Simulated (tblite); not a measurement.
## Frequency calculation, with input and output: C5H12SSi

- system: C5H12SSi
- method: GFN2-xTB harmonic vibrations, gas phase (tblite 0.8.0)

It belongs to a series of runs on one base structure; here: H2 added to a C-C multiple bond.

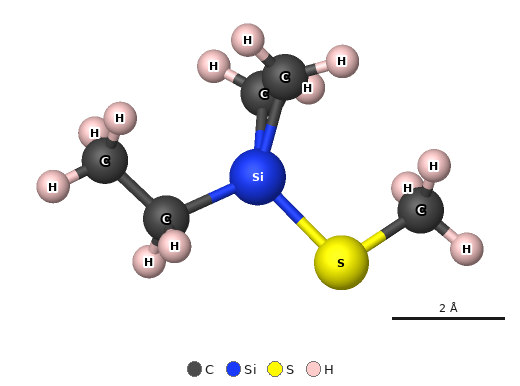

The structure (ball-and-stick view, seen at a tilt).

**Key numbers**

| quantity | value |
| --- | --- |
| outcome | converged |
| total energy | −591.7578 eV |
| zero-point energy | 98.8660 kcal/mol |
| hardware | 1 CPU thread, shared host |
| wall time | 2.8 s |
| peak memory | 0.18 GiB |

**Input file**
```
{"job": {"kind": "ir", "xc": "GFN2-xTB", "basis": "xTB"}, "charge": 0, "multiplicity": 1}
C     -2.470360    -1.205034    -0.489763
C     -1.014033    -1.532475    -0.783733
Si     0.176810    -0.256716    -0.056575
S      2.207986    -0.849773    -0.462562
C      3.126882     0.541937     0.259375
C     -0.255718     1.569240     0.134706
C     -0.220765     0.778365     1.469395
H     -2.649144    -1.179523     0.582106
H     -3.127365    -1.953790    -0.928308
H     -2.737077    -0.235275    -0.901792
H     -0.861996    -1.590555    -1.862070
H     -0.771742    -2.517226    -0.383225
H      2.903792     0.616682     1.318039
H      2.861943     1.459397    -0.255062
H      4.180159     0.325678     0.114355
H      0.493222     2.342894     0.034384
H     -1.228629     1.937776    -0.157437
H     -1.172734     0.677361     1.970879
H      0.548966     1.080287     2.166362
```

The first line tells a small driver script what to run in tblite; the rest is the geometry in Å.

Launched with:
```bash
OMP_NUM_THREADS=1 python <driver script> task.json out
```

**The program's output**
```
mode    cm-1     km/mol
  1      21.4      5.49
  2      38.9      0.12
  3      99.8      0.53
  4     121.9      0.07
  5     140.7      7.91
  6     163.0     11.11
  7     171.4      1.17
  8     201.2      3.52
  9     243.8      2.75
 10     291.3      1.69
 11     461.3     43.31
 12     645.0      0.08
 13     657.0     17.83
 14     683.2     23.08
 15     729.5      4.16
 16     738.5     55.27
 17     747.2    120.86
 18     804.7     65.11
 19     862.7     74.33
 20     944.8      0.17
 21     956.8      2.64
 22     984.4      7.67
 23    1018.7      5.25
 24    1038.3     17.67
 25    1065.9      0.11
 26    1070.0     30.53
 27    1085.8     17.29
 28    1152.0      0.03
 29    1231.5      2.22
 30    1285.6      3.97
 31    1317.6      2.83
 32    1419.3      0.34
 33    1434.6      0.02
 34    1445.2      3.40
 35    1458.1      7.23
 36    1459.7      4.28
 37    1475.6      1.14
 38    1510.4      2.14
 39    1511.0      3.56
 40    2976.2     22.54
 41    2990.4     23.72
 42    3021.8     44.59
 43    3038.8     39.15
 44    3039.3      2.20
 45    3044.6     17.68
 46    3046.0      3.66
 47    3053.7     22.24
 48    3057.6      4.07
 49    3060.4     21.46
 50    3062.4     17.77
 51    3078.4     66.39
```

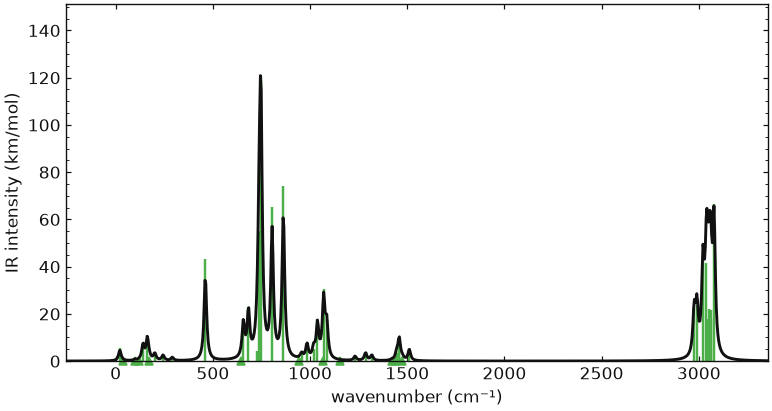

Harmonic infrared spectrum, unscaled: sticks (degenerate modes added up, dark ones marked on the axis) with a Lorentzian envelope of 16 cm⁻¹ full width, scaled to the tallest stick. 51 modes from 21 to 3078 cm⁻¹, none imaginary. The strongest line is at 747 cm⁻¹ (121 km/mol).
